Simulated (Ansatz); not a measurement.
# Run report: HfH4S2O2, single-point calculation

The run: single-point calculation of HfH4S2O2. Method and program: RKS PBE0-D4/def2-TZVPP (Ansatz 0.2.0).

The geometry comes from this level: PBE0-D4/def2-TZVP.

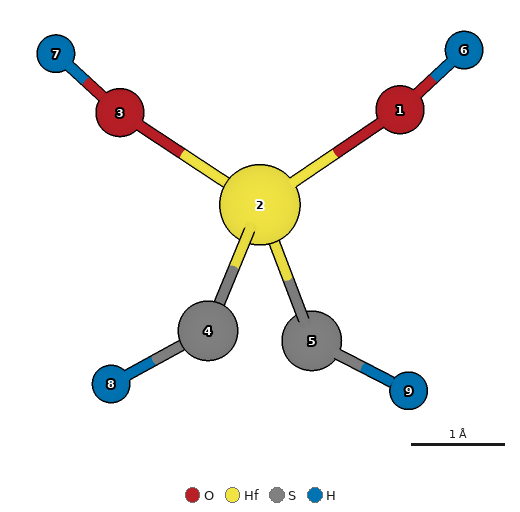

Fig. 1: The structure (ball-and-stick view, seen at a tilt; atoms are numbered from 1 in the order of the input). Sticks mark near contacts. Bond lengths as drawn: Hf–O 1.90 Å, Hf–S 2.46 Å, H–O 0.95 Å and H–S 1.35 Å.

**Results in brief**

```json
{"quantity": "outcome", "value": "converged"}
{"quantity": "total energy", "value": "−27134.0186 eV"}
{"quantity": "mean-field energy", "value": "−27133.8255 eV"}
{"quantity": "dispersion energy", "value": "−0.1931 eV"}
{"quantity": "SCF solution under orbital rotations", "value": "stable"}
{"quantity": "HOMO", "value": "−7.10 eV"}
{"quantity": "LUMO", "value": "−0.66 eV"}
{"quantity": "hardware", "value": "4 threads of Arm Neoverse V1, 23 GiB of memory available, shared host"}
{"quantity": "wall time", "value": "4.3 s (CPU time 16 s)"}
{"quantity": "peak memory", "value": "0.75 GiB"}
```

**Input**
```yaml
crystal:
  periodic: [false, false, false]
  atoms:
    - {symbol: O, position_ang: [-0.956216, 0.781429, -1.564490]}
    - {symbol: Hf, position_ang: [0.066281, 0.039030, -0.140622]}
    - {symbol: O, position_ang: [1.921539, -0.212489, -0.485029]}
    - {symbol: S, position_ang: [-1.053002, -2.095784, 0.346743]}
    - {symbol: S, position_ang: [0.019938, 1.487240, 1.846485]}
    - {symbol: H, position_ang: [-1.294743, 1.247955, -2.322056]}
    - {symbol: H, position_ang: [2.787779, -0.368537, -0.847558]}
    - {symbol: H, position_ang: [-0.165002, -2.391045, 1.315220]}
    - {symbol: H, position_ang: [-1.326555, 1.512212, 1.851307]}
basis:
  gaussian: {orbitals: def2-TZVPP}
hamiltonian: {xc: pbe0, dispersion: d4}
output: {orbitals: {seedname: orbitals}}
```

Run as:
```bash
ansatz run in.yaml --threads 4 --pin off --events-out ev --progress --plain --max-ram 10444MiB
```

**The program's output**
```
Functional definition: PBE0
  name "PBE0"
  cite "Adamo & Barone, J. Chem. Phys. 110, 6158 (1999) doi:10.1063/1.478522"
  cite "Perdew, Burke & Ernzerhof, Phys. Rev. Lett. 77, 3865 (1996) doi:10.1103/PhysRevLett.77.3865"
  parent pbe
  parameter a = 0.25
  parameter kappa = 0.804
  parameter beta = 0.06672455060314922
  exchange = (1 - a)*pbe_x(kappa = kappa, mu = beta*pi^2/3) + a*exact_x
  correlation = pbe_c(beta = beta)
1572 factors; their error is unknown
mean field evaluation 1: about -27122.4784 eV, gradient 8.3e1 eV
mean field evaluation 2: about -27076.2819 eV, gradient 1.8e2 eV
mean field evaluation 4: about -27133.6397 eV, gradient 7.8e0 eV
mean field evaluation 8: about -27133.7869 eV, gradient 1.7e-1 eV
mean field evaluation 16: about -27133.8255 eV, gradient 2.2e-4 eV
mean field -27133.82547082 eV, -997.1496940852 hartree, gradient 6.0e-5 eV, S^2 0.000000; 0 other end points of the search recorded, 0 dependent functions left out
reference -27133.82550279 eV, -997.1496952601 hartree; 32, 32 occupied and 226, 226 virtual orbitals, 1572 factors
Total energy: -27134.01855736 eV, -997.1567898847 hartree
```

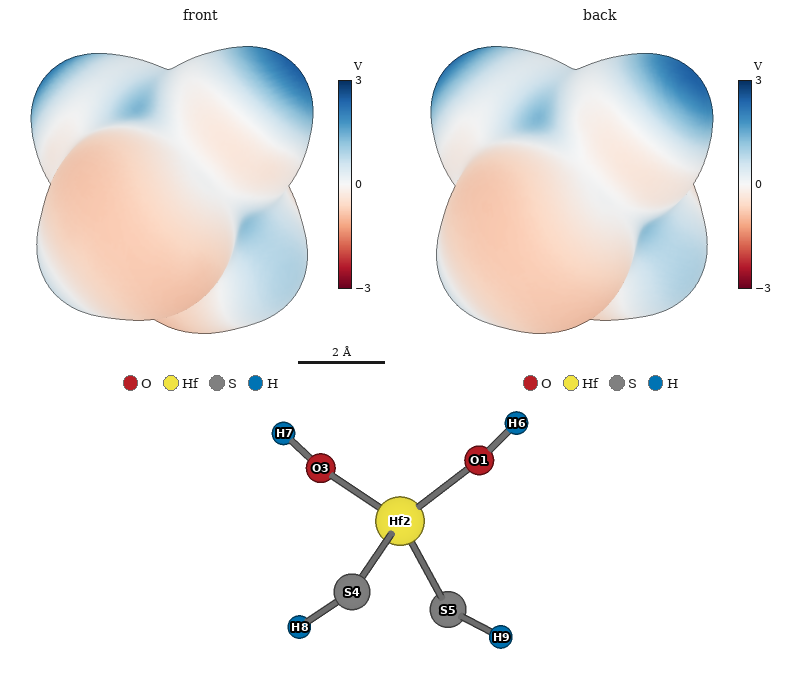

Fig. 2: The molecular electrostatic potential painted on the density surface at 0.001 e/bohr³, seen face on and from behind; red is negative and blue positive. The bare structure is drawn below in the same view.

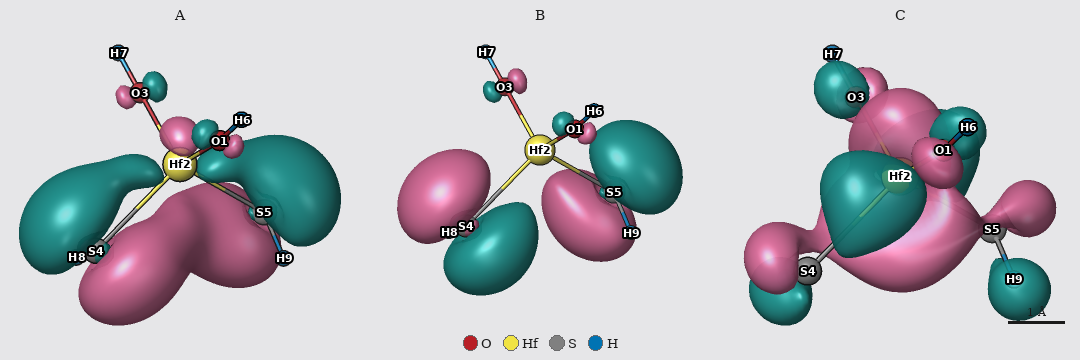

Fig. 3: Three frontier orbitals at ±0.1 Å⁻³ᐟ² (teal and pink are the two phases). A is the HOMO−1 (−7.71 eV). B is the HOMO (−7.10 eV). C is the LUMO (−0.66 eV). It lies mainly on Hf2 (60 %), S4 (10 %) and S5 (10 %). The HOMO–LUMO gap is 6.44 eV between the orbital energies.

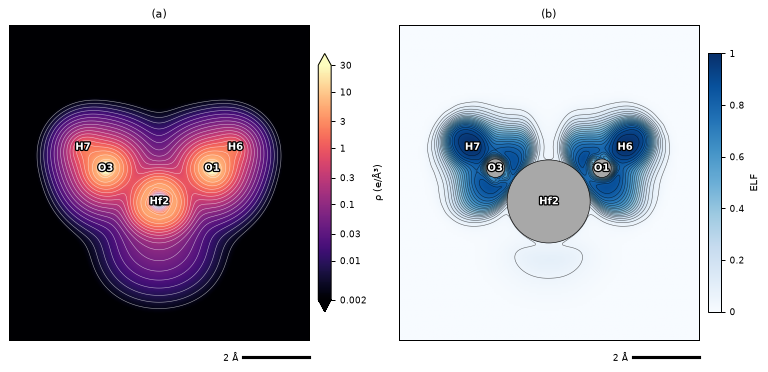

Fig. 4: (a) electron density; (b) electron localisation function on the plane of atoms O1, Hf2 and O3. Grey discs, where drawn, cover atomic cores. Hf–O (1.90 Å): ρ at the midpoint is about 0.94 e/Å³; the ELF peaks at about 0.75 in the valence shell of O, 0.6 Å from its nucleus, and drops to about 0.20 between the two atoms.

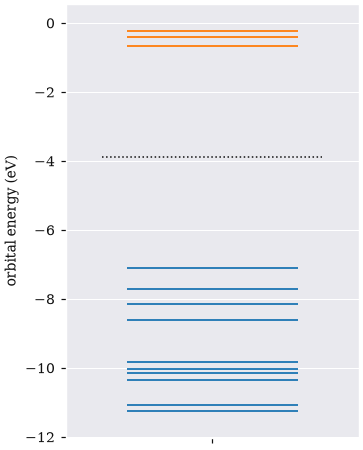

Fig. 5: Orbital energies near the frontier; the dotted line parts filled from empty levels, and levels within 0.02 eV of each other stand side by side. Highest filled −7.10 eV, lowest empty −0.66 eV, 6.44 eV apart.
